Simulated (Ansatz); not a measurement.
# Cl2HO2Ta: what the fields show

```xyz
6

Cl   -0.0578   -0.3403   -2.4071
Cl   -0.5524    2.3286    0.2836
O    -1.8372   -0.6831    0.3202
O     0.9610   -0.7323    0.8835
Ta   -0.3818    0.0699   -0.1591
H     1.9102   -0.7069    1.0326
```

Geometry: PBE0-D4/def2-SVP; core potentials replace the inner electrons of Ta.

Level of theory: Ansatz 0.2.0, isolated molecule in a Gaussian basis; Kohn-Sham density functional theory, functional PBE0.

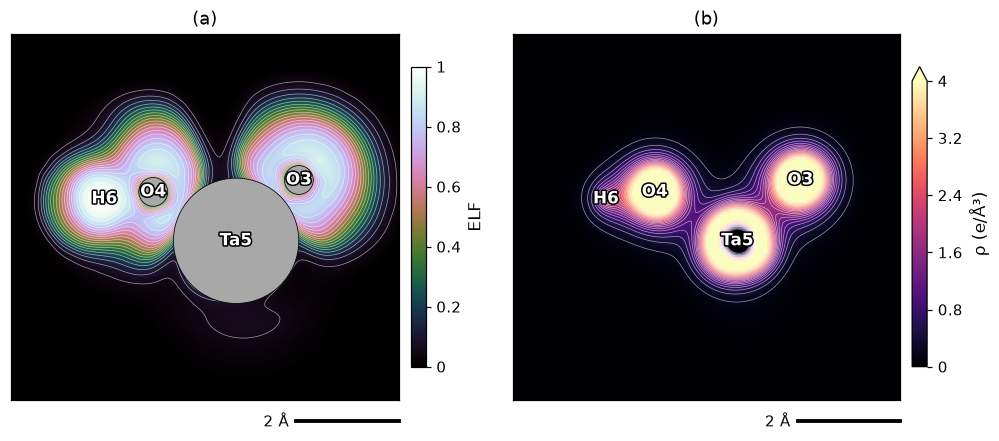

Figure 1. (a) ELF; (b) electron density on the plane of atoms O3, Ta5 and O4. Grey discs cover the atomic cores in the ELF map.

> Describe what can be read from this map.

The plane passes through O, Ta and H nuclei.
Ta–O (1.71 Å): the density is about 1.8 e/Å³ at the midpoint; the ELF peaks at about 0.80 in the valence shell of O, 0.5 Å from its nucleus, and drops to about 0.35 between the two atoms.
O–H (0.96 Å): the density is about 3.8 e/Å³ at the midpoint; the ELF climbs to about 1 towards the hydrogen, as it does in any bond to H; an ordinary covalent bond to hydrogen.
Ta–O (1.88 Å): the density is about 1 e/Å³ at the midpoint; the ELF peaks at about 0.80 in the valence shell of O, 0.5 Å from its nucleus, and drops to about 0.25 between the two atoms.

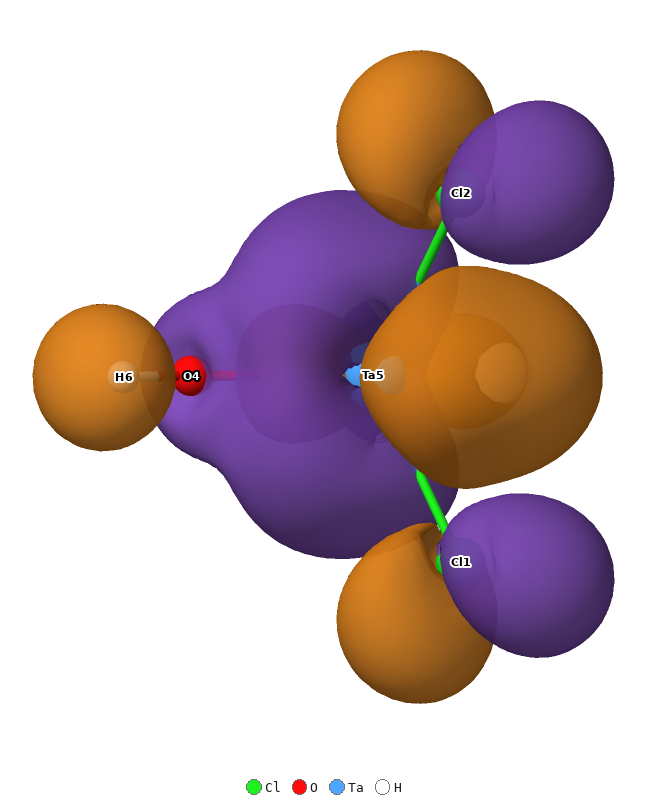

Figure 2. The LUMO at ±0.06 Å⁻³ᐟ² (orange and purple are the two phases), seen across its widest extent.

> What is the character of this orbital?

Its weight (Hirshfeld) is mainly on Ta5 (about 65 %), Cl1 (about 15 %) and Cl2 (about 15 %). Its energy is −2.37 eV.

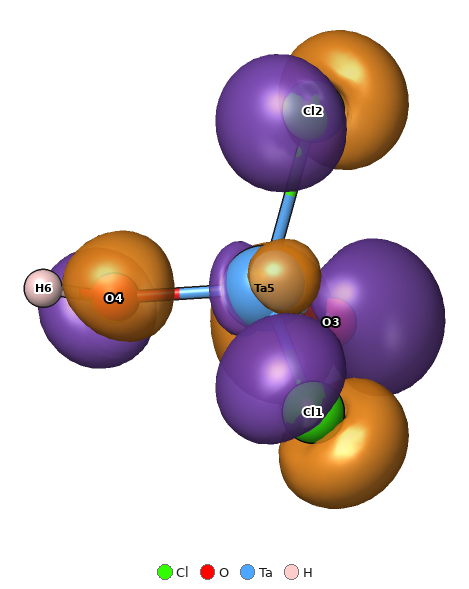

Figure 3. The HOMO−1 at ±0.1 Å⁻³ᐟ² (orange and purple are the two phases), seen at a tilt.

> What is the character of this orbital?

It lies mainly on O3 (about 45 %), Cl1 (about 15 %), Cl2 (about 15 %), O4 (about 10 %) and Ta5 (about 10 %); largely a combination of lone pairs on O3, Cl1, Cl2 and O4. Its energy is −9.53 eV.
